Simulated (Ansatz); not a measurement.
# The cluster In3−: geometry, orbitals and charge

What does the cluster In3− look like as a singlet, and where do its frontier electrons sit?

Method: RKS PBE0-D4/def2-TZVPD; program: Ansatz 0.2.0, Gaussian basis.

Levels to be run: relaxation at PBE-D4/def2-SVPD; a search for the lowest solution at PBE0-D4/def2-SVP; a single point at PBE0-D4/def2-TZVPD.

3 further runs of the same task are left out: 1 that didn't finish, 2 set aside as unsound or not needed. Runs told in other sessions of the task aren't counted.

### Step 1. The system as given

3 atoms, charge -1, spin multiplicity 1.

Atoms are counted from 1 here; the program's logs count them from 0.

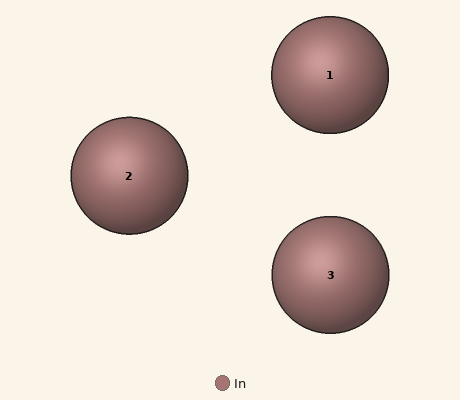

The starting geometry (indium brown); atoms are numbered from 1 in the order of the file.

In takes a core potential in the def2 sets. No spin-orbit coupling is included. The ion is computed in the gas phase, without counter-ions or solvent.

The start is a GFN2-xTB geometry.

### Step 2. Optimising with PBE-D4/def2-SVPD

The input, in.yaml:

```yaml
crystal:
  periodic: [false, false, false]
  atoms:
    - {symbol: In, position_ang: [1.496930, 0.499320, 0.102600]}
    - {symbol: In, position_ang: [-1.394520, 1.072180, 0.027070]}
    - {symbol: In, position_ang: [-0.102410, -1.571500, -0.129660]}
basis:
  gaussian: {orbitals: def2-SVPD}
total_charge: -1
hamiltonian: {xc: pbe, dispersion: d4}
scf: {omitted_lower_state_checks: [starts]}
output: {orbitals: {seedname: orbitals}}
relax: {f_tol: 0.02, max_steps: 100}
```

The run is started by

```
$ ansatz run in.yaml --threads 4 --pin off --events-out ev --progress --plain --max-ram 3916MiB
```

The runs that follow: Searching for the lowest solution, PBE0-D4/def2-SVP; Single point, PBE0-D4/def2-TZVPD.

**Question.** What will the summary of the whole plan be? Wanted: point group; commonest bond; HOMO, LUMO at PBE0-D4/def2-TZVPD.

**Answer**, as computed:

| quantity | value |
| --- | --- |
| point group | D3h |
| commonest bond | In–In, 3 of mean length 2.935 Å |
| HOMO, LUMO at PBE0-D4/def2-TZVPD | -0.28, 1.17 eV |

The molecule keeps its bonding pattern by the stored test; the atoms moved 0.13 Å (rms). No usable vibrations, so a minimum isn't proven. Whether this spin is the lowest isn't tested here.

The anion's highest level is positive in at least one run, so there the basis alone may hold the extra electron.
